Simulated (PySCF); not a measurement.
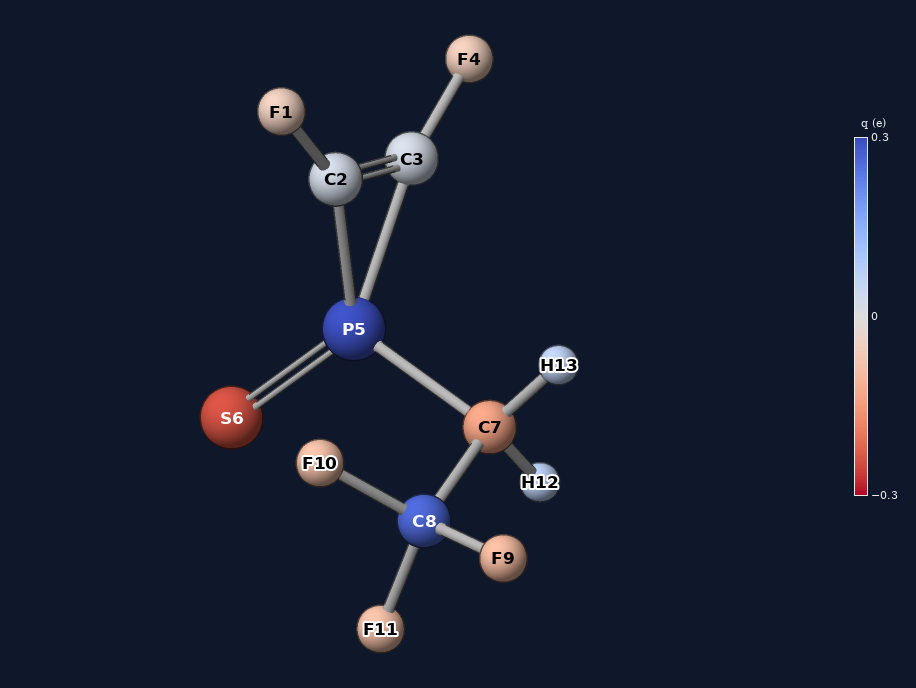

Atoms are coloured by their Hirshfeld charges. The geometry was computed by an optimisation with GFN2-xTB. No frequency run is at hand to confirm it as a minimum. Method: PBE0/pcSseg-1, gas phase (PySCF 2.14.0).

Question: Which atom carries the highest charge (most positive or least negative)?

Answer: P5 (0.29 e).

Question: And the lowest?

Answer: S6 (−0.24 e).

Give the Hirshfeld charges atom by atom.

| atom | value (e) |
| --- | --- |
| F1 | −0.05 |
| C2 | 0.02 |
| C3 | 0.02 |
| F4 | −0.05 |
| P5 | 0.29 |
| S6 | −0.24 |
| C7 | −0.13 |
| C8 | 0.26 |
| F9 | −0.09 |
| F10 | −0.08 |
| F11 | −0.08 |
| H12 | 0.07 |
| H13 | 0.06 |

The geometry is semi-empirical. Around P such bond lengths and angles can be off by a tenth of an ångström or more and by several degrees, and values that hang on the shape move with them.
